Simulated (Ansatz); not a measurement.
## Relaxing H-capped C nanocrystal (octahedron) (26 atoms)

Wanted: the relaxed structure of H-capped C nanocrystal (octahedron) (26 atoms) and its electronic structure.

Calculated with Ansatz 0.2.0; Kohn-Sham DFT, LDA, PAW (set soft_2), plane waves.

### 1. Starting point

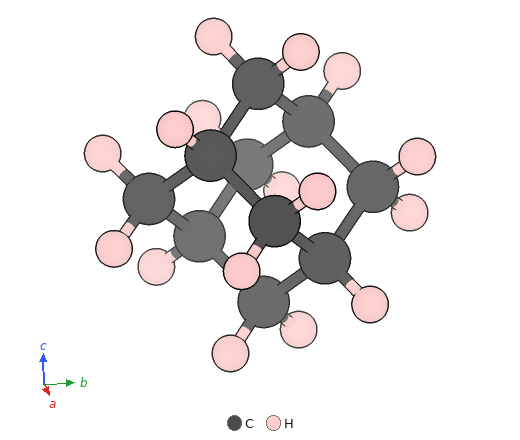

Start, viewed slightly off an axis; carbon dark grey, hydrogen pink.

The cell holds 26 atoms: 10 C and 16 H. Its edges and angles: a = 13.826 Å, b = 13.826 Å, c = 13.826 Å, α = 90.0°, β = 90.0°, γ = 90.0°. It derives from C (diamond-structure). Octahedron of size parameter 4.7 Å cut from diamond-structure C (a = 3.567 Å), atoms with fewer than two neighbours dropped, broken bonds capped with H, 9 Å of vacuum; minimised with a classical potential. Regions: crystal, 10 atoms (10 C); hydrogen, 16 atoms (16 H). Vacuum lies along a, b and c.

### 2. Single point at the start

The forces at the start show how far the geometry lies from a minimum of this functional.

Contents of input.yaml:

```yaml
crystal:
  lattice:
    - [13.82562, 0.0, 0.0]
    - [0.0, 13.82562, 0.0]
    - [0.0, 0.0, 13.82562]
  atoms:
    - { symbol: C, position: [0.43557, 0.43557, 0.43557] }
    - { symbol: C, position: [0.3708, 0.5, 0.5] }
    - { symbol: C, position: [0.43557, 0.56443, 0.56443] }
    - { symbol: C, position: [0.5, 0.3708, 0.5] }
    - { symbol: C, position: [0.56443, 0.43557, 0.56443] }
    - { symbol: C, position: [0.5, 0.5, 0.3708] }
    - { symbol: C, position: [0.56443, 0.56443, 0.43557] }
    - { symbol: C, position: [0.5, 0.5, 0.6292] }
    - { symbol: C, position: [0.5, 0.6292, 0.5] }
    - { symbol: C, position: [0.6292, 0.5, 0.5] }
    - { symbol: H, position: [0.39011, 0.39011, 0.39011] }
    - { symbol: H, position: [0.32395, 0.45517, 0.54483] }
    - { symbol: H, position: [0.32395, 0.54483, 0.45517] }
    - { symbol: H, position: [0.39011, 0.60989, 0.60989] }
    - { symbol: H, position: [0.54483, 0.32395, 0.45517] }
    - { symbol: H, position: [0.45517, 0.32395, 0.54483] }
    - { symbol: H, position: [0.60989, 0.39011, 0.60989] }
    - { symbol: H, position: [0.45517, 0.54483, 0.32395] }
    - { symbol: H, position: [0.54483, 0.45517, 0.32395] }
    - { symbol: H, position: [0.60989, 0.60989, 0.39011] }
    - { symbol: H, position: [0.45517, 0.45517, 0.67605] }
    - { symbol: H, position: [0.54483, 0.54483, 0.67605] }
    - { symbol: H, position: [0.45517, 0.67605, 0.45517] }
    - { symbol: H, position: [0.54483, 0.67605, 0.54483] }
    - { symbol: H, position: [0.67605, 0.54483, 0.54483] }
    - { symbol: H, position: [0.67605, 0.45517, 0.45517] }
kpoints:
  mp_grid: { grid: [1, 1, 1] }
hamiltonian:
  xc: lda
scf:
  occupations: { method: fixed }
output:
  forces: true
  populations: intrinsic
  dos:
    method: { smearing: { sigma: 0.15 } }
    de: 0.1
    projected:
      site_lists:
        C: [C]
        H: [H]
        crystal: [0, 1, 2, 3, 4, 5, 6, 7, 8, 9]
        hydrogen: [10, 11, 12, 13, 14, 15, 16, 17, 18, 19, 20, 21, 22, 23, 24, 25]
  eigenvalues: true
```

The run is started by

```bash
> ansatz run input.yaml --threads 4 --pin off --max-ram 8192MiB --backend cpu --events-out ev --progress --plain --runs-dir out
```

Numbers of over 12 decimals in the logs are rounded to 6 here.

Log:

```text
Engine: ansatz 0.2.0, aarch64-unknown-linux-gnu
Pseudopotentials: kind: paw
Pseudopotential: C, paw, valence charge 4, recommended cutoff 420 eV (normal), C.paw.azcp
Pseudopotential: H, paw, valence charge 1, recommended cutoff 420 eV (normal), H.paw.azcp
[... 3 lines on functional and potentials left out ...]
Crystal: 26 atoms, lattice volume = 2642.736 Å³
Basis set: ecut = 420 eV, 51627 PW (Γ)
Bands: 54, of which v1, the nominal top of the filled ones, is band 28 counted from 1 (27 counted from 0)
Symmetry: 24 space group operations
Space group: P-43m (ITA 215), of the structure as read, at distance tolerance 1.4e-4 Å
k-points: 1
[... 6 lines on functional and potentials left out ...]
Initial density: superposition of atomic densities (neutral atoms: chi_scale 0, normalization atom), corrected by the library's trained network
Initial wavefunctions: pseudopotential atomic-orbital guess
Functional: x = slater, c = lda
SCF iter   1: F=—  HF=-2682.228259 eV  |F-HF|=—  |Δ(HF+E_count)|=         —  Δρ=2.64e-3  dr2=4.30e-1  ethr=1.77e-3  ⟨swp⟩=6.0  Hψ=210  notcnv=0  defer=21
preconditioner: auto → Resta (q_TF=auto, 1.435 Å⁻¹)  ε∞=1.2  [insulator: Δε(μ)=5.923 eV  Ē_g=12.723 eV  n_scr=122 (ndim 8)  ℏωp=5.3 eV  f_vac=0.861  ε∞_Penn≈1.2  vacuum switching on, ρ_ref=1.2e-2 e/Å³]
SCF iter   2: F=—  HF=-2682.146891 eV  |F-HF|=—  |Δ(HF+E_count)|=   8.14e-2  Δρ=1.25e-3  dr2=7.70e-2  ethr=7.69e-4  ⟨swp⟩=2.0  Hψ=86  notcnv=0  defer=22
SCF iter   3: F=—  HF=-2682.141029 eV  |F-HF|=—  |Δ(HF+E_count)|=   5.86e-3  Δρ=5.41e-4  dr2=1.02e-2  ethr=1.37e-4  ⟨swp⟩=2.0  Hψ=57  notcnv=0  defer=22
SCF iter   4: F=—  HF=-2682.152536 eV  |F-HF|=—  |Δ(HF+E_count)|=   1.15e-2  Δρ=8.87e-5  dr2=3.06e-4  ethr=1.82e-5  ⟨swp⟩=6.0  Hψ=73  notcnv=0  defer=22
SCF iter   5: F=—  HF=-2682.153066 eV  |F-HF|=—  |Δ(HF+E_count)|=   5.29e-4  Δρ=1.79e-5  dr2=8.34e-6  ethr=5.46e-7  ⟨swp⟩=5.0  Hψ=74  notcnv=0  defer=23
SCF iter   6: F=—  HF=-2682.153311 eV  |F-HF|=—  |Δ(HF+E_count)|=   2.45e-4  Δρ=7.20e-6  dr2=1.16e-6  ethr=1.49e-8  ⟨swp⟩=3.0  Hψ=89  notcnv=0  defer=23
SCF iter   7: F=—  HF=-2682.153311 eV  |F-HF|=—  |Δ(HF+E_count)|=   2.36e-7  Δρ=3.00e-6  dr2=1.96e-7  ethr=2.08e-9  ⟨swp⟩=2.0  Hψ=62  notcnv=0  defer=23
SCF iter   8: F=-2682.153311 eV  HF=-2682.153311 eV  |F-HF|=1.42e-8  |Δ(HF+E_count)|=   1.21e-7  Δρ=5.96e-7  dr2=9.95e-9  ethr=1.79e-10  ⟨swp⟩=27.0  Hψ=596  notcnv=0
SCF 1 converged in 8 iterations: F = -2682.153311 eV  dr2 = 9.95e-9
  greatest PAW one-centre occupation: 0.646 electrons in one spin orbital (limit 2), on the C atom at site 9 (counted from 0), in its partial waves of l = 0
SCF converged after 8 iterations
Free energy (F): -2682.153311 eV
Harris-Foulkes:  -2682.153311 eV  (|F-HF|=1.42e-8)
Internal energy: -2682.153311 eV  (E = F + TS)
E sigma→0 (E₀):  -2682.153311 eV
Fermi energy:    -6.111625 eV
--- Per-component energies (eV) ---
  E_band       = -625.430072
  E_kinetic    = 1136.353278
  E_local      = -12359.643733  (includes V_loc(G=0)·N_el)
  E_nonlocal   = 306.033274
  E_hartree    = 5578.375075
  E_xc         = -618.066249
  E_vxc        = -777.538723  (∫ρ·V_xc dr)
  E_paw        = -927.099948  (= ΣΔE_a)
  E_vpaw       = -87.359531  (= ΣTr[D̂ρ^β])
  E_aug_tail   = -0.021149  (compensation charges beyond the density's cutoff)
  E_ewald      = 4201.287816
  E_core_change = 0.628325  (= ΣΔE_core)
  E_smearing   = -0.000000  (= −TS)
  E_closure    = 0.000000  (closes the sum)
  Σ components = -2682.153311   (vs F -2682.153311, Δ=0.00e0)
--- Forces (eV/Å), atoms counted from 1 ---
  atom   1  C      0.50865078     0.50865078     0.50865078
  atom   2  C      1.40940231    -0.00000000    -0.00000000
  atom   3  C      0.50865078    -0.50865078    -0.50865078
  atom   4  C      0.00000000     1.40940231     0.00000000
  atom   5  C     -0.50865078     0.50865078    -0.50865078
  atom   6  C      0.00000000     0.00000000     1.40940231
  atom   7  C     -0.50865078    -0.50865078     0.50865078
  atom   8  C      0.00000000     0.00000000    -1.40940231
  atom   9  C     -0.00000000    -1.40940231     0.00000000
  atom  10  C     -1.40940231    -0.00000000     0.00000000
  atom  11  H     -0.27348205    -0.27348205    -0.27348205
  atom  12  H     -0.21755866    -0.28297722     0.28297722
  atom  13  H     -0.21755866     0.28297722    -0.28297722
  atom  14  H     -0.27348205     0.27348205     0.27348205
[...]
atom  25  H      0.21755866     0.28297722     0.28297722
  atom  26  H      0.21755866    -0.28297722    -0.28297722
  max |Σ_I F_I| component: 3.33e-16 eV/Å
--- Band table (eV) ---
  k-point 0: bands = ["-20.9369", "-18.3129", "-18.3129", "-18.3129", [... 38 levels ...], "1.5982", "1.5982", "1.5982", "1.6765", "1.6765", "1.8583", "2.1914", "2.1914", "2.1914", "2.2844", "2.2844", "2.2844"]
--- intrinsic populations: 26 sites ---
  site symbol       q [e]
     0      C      4.1547
     1      C      4.3689
     2      C      4.1547
[...]
25      H      0.8236
  spilling = -0.000000 (of n_electrons = 56.000000)
```

The job ended after 4.5 s (4 threads of Arm Neoverse V2, shared host; peak memory 1.1 GiB).

Reading the cycles: dr2 is the Hartree energy of the density residual (eV), the measure of convergence; HF is the Harris–Foulkes estimate of the energy, which meets the free energy F at convergence.

Numbers from this run:

```yaml
free_energy: -2682.1533 eV
free_energy_per_atom: -103.1597 eV/atom
scf_cycles: 8
r_m_s_force_component: 0.4858 eV/Å
longest_force: 1.409 eV/Å
fermi_energy: -6.112 eV
spacing_of_highest_filled_and_lowest_empty_level: 5.733 eV
```

The r.m.s. force component of 0.49 eV/Å sets the starting point.

Length of the force by element:

| element | coordination | atoms | mean length of the force (eV/Å) | spread | least | most |
| --- | --- | --- | --- | --- | --- | --- |
| C | all | 10 | 1.20 | 0.259 | 0.881 | 1.41 |
| H | all | 16 | 0.46 | 0.0079 | 0.456 | 0.474 |

### 3. Relaxation

With the cell held, the atoms are moved downhill towards a nearby minimum.

input.yaml, the sections that differ from step 2:

```yaml
output:
  forces: true
relax:
  f_tol: 0.05
  max_steps: 200
# crystal, kpoints, hamiltonian, scf: as in step 2
```

Log:

```text
[...]
Crystal: 26 atoms, lattice volume = 2642.736 Å³
Basis set: ecut = 420 eV, 51627 PW (Γ)
Bands: 54, of which v1, the nominal top of the filled ones, is band 28 counted from 1 (27 counted from 0)
Symmetry: 24 space group operations
[...]
k-points: 1
[...]
SCF iter   1: F=—  HF=-2682.228035 eV  |F-HF|=—  |Δ(HF+E_count)|=         —  Δρ=2.64e-3  dr2=4.30e-1  ethr=1.77e-3  ⟨swp⟩=6.0  Hψ=207  notcnv=0  defer=22
[...]
SCF iter   3: F=—  HF=-2682.140991 eV  |F-HF|=—  |Δ(HF+E_count)|=   5.91e-3  Δρ=5.40e-4  dr2=1.02e-2  ethr=1.38e-4  ⟨swp⟩=3.0  Hψ=61  notcnv=0  defer=2
automatic band count: iteration 3 solves 34 bands in place of 54: the levels show a gap, and the empty bands left out lie too high to hold charge; the band table lists the bands solved (type scf.n_extra_bands for more)
SCF iter   4: F=—  HF=-2682.152791 eV  |F-HF|=—  |Δ(HF+E_count)|=   1.18e-2  Δρ=9.19e-5  dr2=3.27e-4  ethr=1.82e-5  ⟨swp⟩=6.0  Hψ=74  notcnv=0  defer=3
[...]
SCF iter   6: F=-2682.153311 eV  HF=-2682.153311 eV  |F-HF|=4.10e-7  |Δ(HF+E_count)|=   1.19e-5  Δρ=7.36e-6  dr2=1.34e-6  ethr=1.44e-8  ⟨swp⟩=4.0  Hψ=113  notcnv=0
SCF 1 converged in 6 iterations: F = -2682.153311 eV  dr2 = 1.34e-6
[...]
relax step   1: F+E_penalty+E_count = -2682.15331082 eV  Δ(F+E_penalty+E_count) = +0.000e0 eV  max|allowed force component| = 1.409e0 eV/Å  Δτ_max = 0.0000 Å  (6 SCF iters, dr2 threshold 6.25e-5 eV, accepted)
[...]
relax step   2: F+E_penalty+E_count = -2682.29880448 eV  Δ(F+E_penalty+E_count) = -1.455e-1 eV  max|allowed force component| = 4.556e-1 eV/Å  Δτ_max = 0.0230 Å  (5 SCF iters, dr2 threshold 1.00e-4 eV, accepted)
[...]
relax step   3: F+E_penalty+E_count = -2682.32161381 eV  Δ(F+E_penalty+E_count) = -2.281e-2 eV  max|allowed force component| = 6.380e-2 eV/Å  Δτ_max = 0.0146 Å  (5 SCF iters, dr2 threshold 1.30e-5 eV, accepted)
[...]
relax step   4: F+E_penalty+E_count = -2682.32257047 eV  Δ(F+E_penalty+E_count) = -9.567e-4 eV  max|allowed force component| = 5.548e-3 eV/Å  Δτ_max = 0.0034 Å  (5 SCF iters, accepted)
SCF converged after 5 iterations
Free energy (F): -2682.322570 eV
[...]
Internal energy: -2682.322570 eV  (E = F + TS)
E sigma→0 (E₀):  -2682.322570 eV
Fermi energy:    -6.120955 eV
[...]
--- Forces (eV/Å), atoms counted from 1 ---
  atom   1  C      0.00123940     0.00123940     0.00123940
  atom   2  C      0.00140799     0.00000000    -0.00000000
  atom   3  C      0.00123940    -0.00123940    -0.00123940
  atom   4  C     -0.00000000     0.00140799    -0.00000000
  atom   5  C     -0.00123940     0.00123940    -0.00123940
  atom   6  C      0.00000000    -0.00000000     0.00140799
  atom   7  C     -0.00123940    -0.00123940     0.00123940
  atom   8  C     -0.00000000    -0.00000000    -0.00140799
  atom   9  C      0.00000000    -0.00140799     0.00000000
  atom  10  C     -0.00140799    -0.00000000     0.00000000
  atom  11  H      0.00348402     0.00348402     0.00348402
  atom  12  H     -0.00554802     0.00182953    -0.00182953
  atom  13  H     -0.00554802    -0.00182953     0.00182953
  atom  14  H      0.00348402    -0.00348402    -0.00348402
[...]
atom  25  H      0.00554802    -0.00182953    -0.00182953
  atom  26  H      0.00554802     0.00182953     0.00182953
  max |Σ_I F_I| component: 1.73e-18 eV/Å
--- Relaxed structure (4 steps of the walk, 4 accepted, 0 SCFs on fresh bases) ---
  F+E_penalty+E_count = -2682.32257047 eV   max|allowed force component| = 5.548e-3 eV/Å
  atoms:
    - { symbol: C, position: [0.436399, 0.436399, 0.436399] }
    - { symbol: C, position: [0.373175, 0.500000, 0.500000] }
    - { symbol: C, position: [0.436399, 0.563601, 0.563601] }
    - { symbol: C, position: [0.500000, 0.373175, 0.500000] }
[...]
- { symbol: H, position: [0.674242, 0.454500, 0.454500] }
```

Elapsed: 6.5 s, on 4 threads; peak memory 0.98 GiB.

The steps of the relaxation:

| step | energy less that of the first step (eV) | largest force component (eV/Å) |
| --- | --- | --- |
| 1 | 0.0000 | 1.4086 |
| 2 | -0.1455 | 0.4556 |
| 3 | -0.1683 | 0.0638 |
| 4 | -0.1693 | 0.0055 |

Forces are held to the 24 operations that the run works with; a distortion that breaks them can't arise in this run.

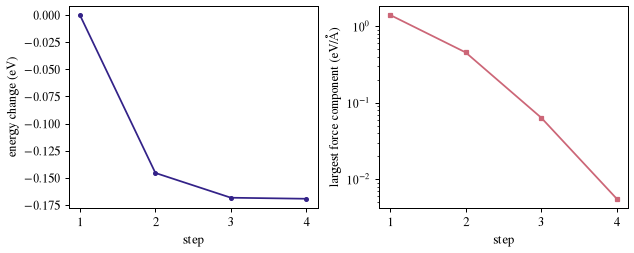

Energy and largest force along the relaxation.

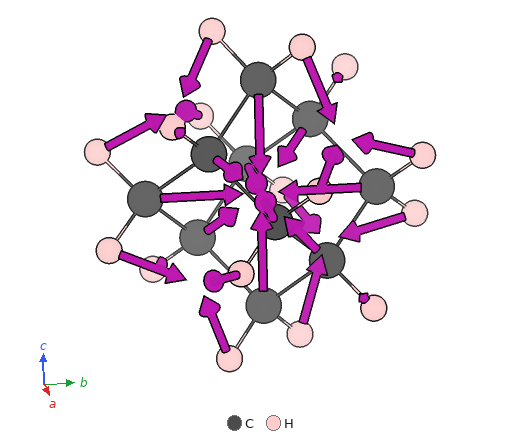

Displacements in the relaxation, exaggerated; the longest in the cell stands for 0.03 Å.

The atoms that moved most (Å):

| atom | dx | dy | dz | length |
| --- | --- | --- | --- | --- |
| C4 | 0.000 | 0.033 | 0.000 | 0.033 |
| C6 | 0.000 | 0.000 | 0.033 | 0.033 |
| C2 | 0.033 | 0.000 | 0.000 | 0.033 |
| C10 | -0.033 | 0.000 | 0.000 | 0.033 |
| C9 | 0.000 | -0.033 | 0.000 | 0.033 |
| C8 | 0.000 | 0.000 | -0.033 | 0.033 |
| H21 | -0.009 | -0.009 | -0.025 | 0.028 |
| H23 | -0.009 | -0.025 | -0.009 | 0.028 |

Final coordinates:

```
C H
1.0
    13.82562    0.00000    0.00000
     0.00000   13.82562    0.00000
     0.00000    0.00000   13.82562
C H
10 16
Direct
  0.43640 0.43640 0.43640
  0.37317 0.50000 0.50000
  0.43640 0.56360 0.56360
  0.50000 0.37317 0.50000
  0.56360 0.43640 0.56360
  0.50000 0.50000 0.37317
  0.56360 0.56360 0.43640
  0.50000 0.50000 0.62683
  0.50000 0.62683 0.50000
  0.62683 0.50000 0.50000
  0.39029 0.39029 0.39029
  0.32576 0.45450 0.54550
  0.32576 0.54550 0.45450
  0.39029 0.60971 0.60971
  0.54550 0.32576 0.45450
  0.45450 0.32576 0.54550
  0.60971 0.39029 0.60971
  0.45450 0.54550 0.32576
  0.54550 0.45450 0.32576
  0.60971 0.60971 0.39029
  0.45450 0.45450 0.67424
  0.54550 0.54550 0.67424
  0.45450 0.67424 0.45450
  0.54550 0.67424 0.54550
  0.67424 0.54550 0.54550
  0.67424 0.45450 0.45450
```

The relaxation changed the energy by -6.51 meV/atom, and atoms moved by 0.026 Å r.m.s., 0.033 Å at most.

### 4. Local order after relaxation

Bonds before and after, by the cutoffs listed below:

| pair | bonds before | bonds after | mean before (Å) | mean after (Å) | spread before (Å) | spread after (Å) |
| --- | --- | --- | --- | --- | --- | --- |
| H-C | 16 | 16 | 1.090 | 1.105 | 0.001 | 0.000 |
| C-C | 12 | 12 | 1.546 | 1.520 | 0.000 | 0.000 |

Normalised to the volume that the atoms fill. g(r), total and by pair (bins of 0.2 Å):

| r (Å) | total | H-H | H-C | C-C |
| --- | --- | --- | --- | --- |
| 1.10 | 4.71 | 0.00 | 9.95 | 0.00 |
| 1.30 | 0.00 | 0.00 | 0.00 | 0.00 |
| 1.50 | 1.93 | 0.00 | 0.00 | 13.00 |
| 1.70 | 0.71 | 1.88 | 0.00 | 0.00 |
| 1.90 | 0.00 | 0.00 | 0.00 | 0.00 |
| 2.10 | 2.84 | 0.00 | 6.00 | 0.00 |
| 2.30 | 0.00 | 0.00 | 0.00 | 0.00 |
| 2.50 | 3.26 | 5.71 | 0.00 | 7.40 |
| 2.70 | 1.21 | 0.00 | 2.54 | 0.00 |
| 2.90 | 0.53 | 0.00 | 0.00 | 3.54 |
| 3.10 | 0.00 | 0.00 | 0.00 | 0.00 |
| 3.30 | 0.41 | 0.00 | 0.85 | 0.00 |
| 3.50 | 1.24 | 0.00 | 2.42 | 0.61 |
| 3.70 | 0.65 | 1.71 | 0.00 | 0.00 |
| 3.90 | 0.58 | 0.00 | 1.23 | 0.00 |
| 4.10 | 0.26 | 0.69 | 0.00 | 0.00 |
| 4.30 | 0.61 | 0.97 | 0.52 | 0.00 |
| 4.50 | 0.00 | 0.00 | 0.00 | 0.00 |
| 4.70 | 0.00 | 0.00 | 0.00 | 0.00 |
| 4.90 | 0.36 | 0.95 | 0.00 | 0.00 |
| 5.10 | 0.00 | 0.00 | 0.00 | 0.00 |
| 5.30 | 0.00 | 0.00 | 0.00 | 0.00 |
| 5.50 | 0.00 | 0.00 | 0.00 | 0.00 |
| 5.70 | 0.00 | 0.00 | 0.00 | 0.00 |
| 5.90 | 0.00 | 0.00 | 0.00 | 0.00 |
| 6.10 | 0.00 | 0.00 | 0.00 | 0.00 |
| 6.30 | 0.00 | 0.00 | 0.00 | 0.00 |
| 6.50 | 0.00 | 0.00 | 0.00 | 0.00 |

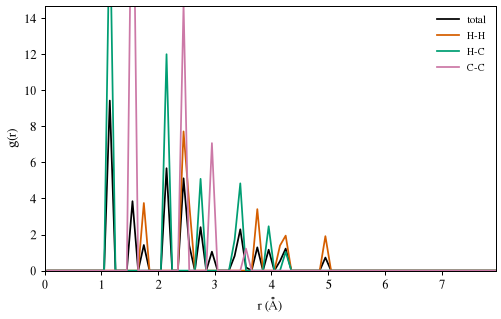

Pair distribution functions, with peaks cut at 14.

Bonds by pair of elements; cutoffs follow the first minimum of g(r), held within bounds set by covalent radii, and pairs that aren't listed don't count as bonded:

| pair A-B | cutoff (Å) | bonds | mean length (Å) | spread (Å) | shortest (Å) | B about A | A about B |
| --- | --- | --- | --- | --- | --- | --- | --- |
| H-C | 1.34 | 16 | 1.10 | 0 | 1.10 | 1 | 1.6 |
| C-C | 1.85 | 12 | 1.52 | 0 | 1.52 | 2.4 | 2.4 |

How many atoms have how many bonded neighbours:

| element | mean | 1 | 4 |
| --- | --- | --- | --- |
| C | 4 | 0 | 10 |
| H | 1 | 16 | 0 |

Bond angles (no mean is given where the spread exceeds 20°):

| angle | count | mean (°) | spread (°) |
| --- | --- | --- | --- |
| C-C-H | 36 | 110 | 0.1 |
| C-C-C | 18 | 110 | 0.2 |
| H-C-H | 6 | 107 | 0 |

Counting bonds as in the table, all C atoms have 4 and all H atoms have 1 bonded neighbour. The C-C-H angle averages 110° with a spread of 0.1°.

(Continued in part 2 of 2.)

[Logs are printed without paths, hosts, clocks, repeated set-up lines and the standing remarks that a program may print on its own settings, such as how far it seeks lower states.]

[Hosts, paths, dates, database ids (printed as entryN), source tags and the programs' standing remarks are cut or masked in the printed files.]
